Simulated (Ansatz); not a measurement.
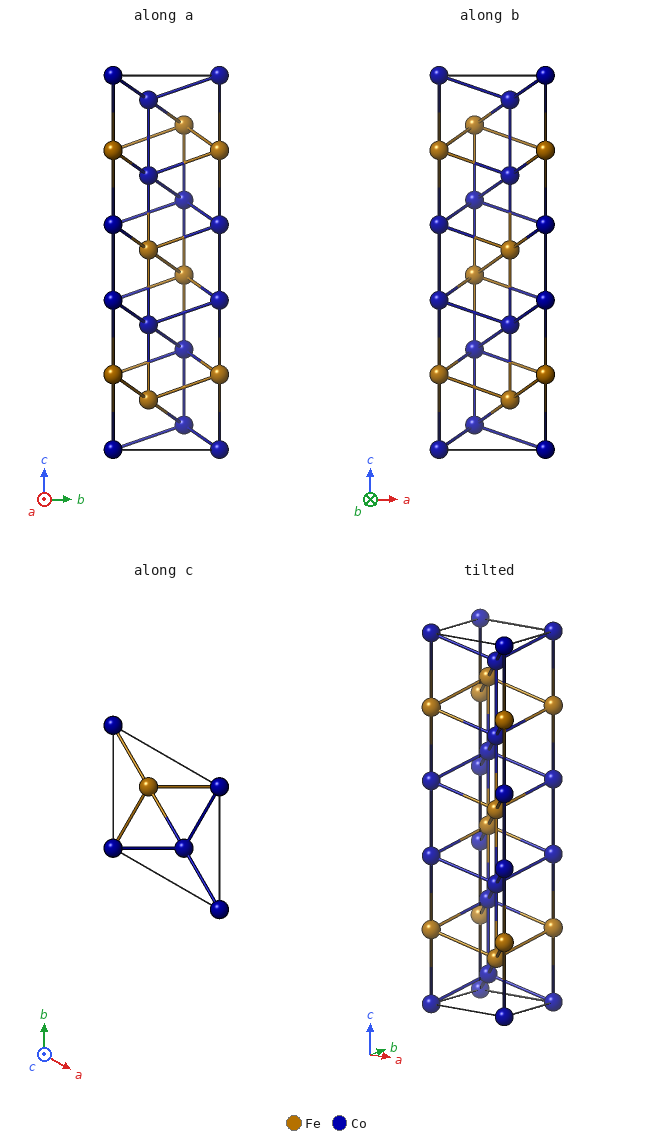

A ball-and-stick rendering, viewed along the a axis, along the b axis, along the c axis and slightly off an axis. The edges of the conventional unit cell are marked.

Lattice parameters: a = 4.013 Å, b = 4.013 Å, c = 12.226 Å, α = 90.00°, β = 90.00°, γ = 120.00°.

**Turn the picture into a table of Wyckoff sites, with free fractional coordinates to two decimals.**

Space group R-3m:H (No. 166).
| atom | site | x | y | z |
| --- | --- | --- | --- | --- |
| Fe | 6c | 0.6667 | 0.3333 | 0.13 |
| Co | 6c | 0.3333 | 0.6667 | 0.27 |
| Co | 3a | 0.00 | 0.00 | 0.00 |

Starting structure: a structure type filled with these elements by a generator (whether the compound takes this form wasn't checked). Earlier steps of the study, as a rule a relaxation of our own, may have changed the cell and positions, so they can lie some per cent off the listed ones. It was the input of a calculation with Ansatz.
